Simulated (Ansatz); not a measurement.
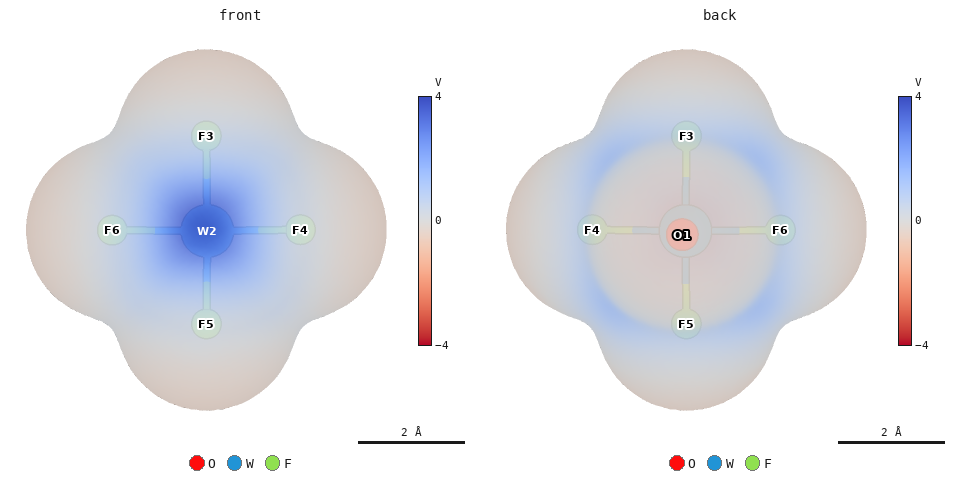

Figure 1: F₄OW. The electrostatic potential painted on the density surface at 0.001 e/bohr³, seen from the front and from behind; red is negative and blue positive.

Geometry: PBE0-D4/def2-TZVP; core potentials replace the inner electrons of W.

The calculation used RKS PBE0-D4/def2-TZVPP in Ansatz 0.2.0.

```xyz
6

O    -1.6470   -0.3636   -0.2806
W    -0.0342   -0.0195   -0.0145
F    -0.0122    1.0893    1.4633
F     0.2995    1.5040   -1.0055
F     0.8804   -0.9284   -1.3378
F     0.5554   -1.3459    1.1289
```

Q: Where is the surface potential most negative and most positive?

A: The most negative region (about −0.4 V) lies over O1, the most positive (about +3.5 V) over W2.
